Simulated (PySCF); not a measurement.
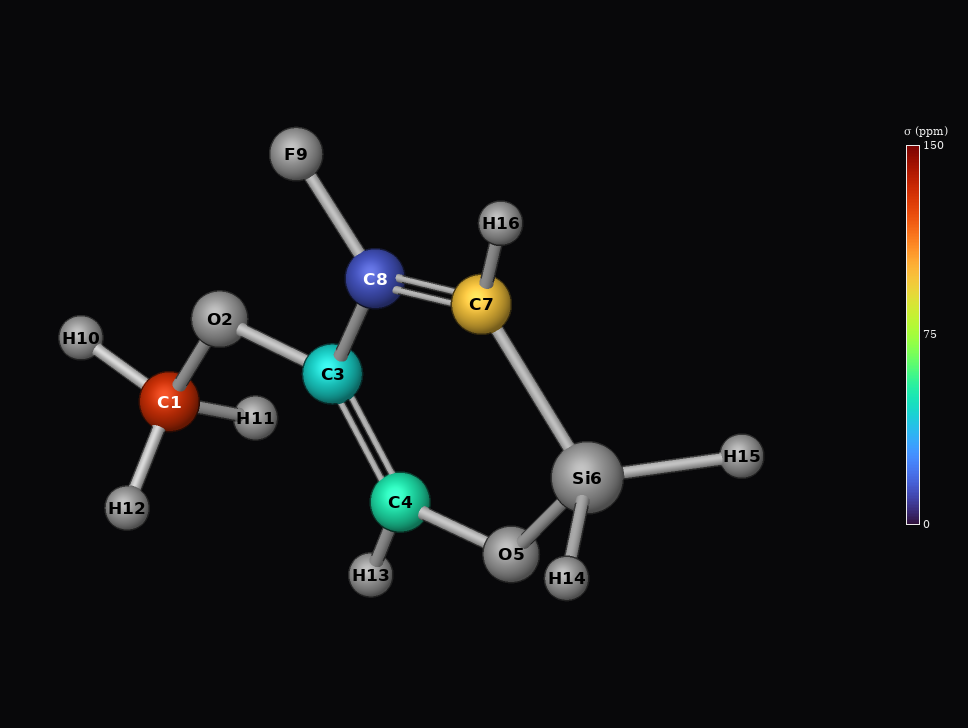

Atoms are coloured by their isotropic NMR shieldings (C only, the others grey). The computed structure is the end point of a GFN2-xTB optimisation. No frequency run is at hand to confirm it as a minimum. Method: GIAO PBE0/pcSseg-1 NMR shielding, non-relativistic, gas phase (PySCF 2.14.0).

Give the isotropic NMR shieldings of the C atoms atom by atom.

```
atom  σ (ppm)
  C1    131.7
  C3     44.8
  C4     51.8
  C7     97.4
  C8     13.8
```

The geometry is semi-empirical. Around Si such bond lengths and angles can be off by a tenth of an ångström or more and by several degrees, and values that hang on the shape move with them.
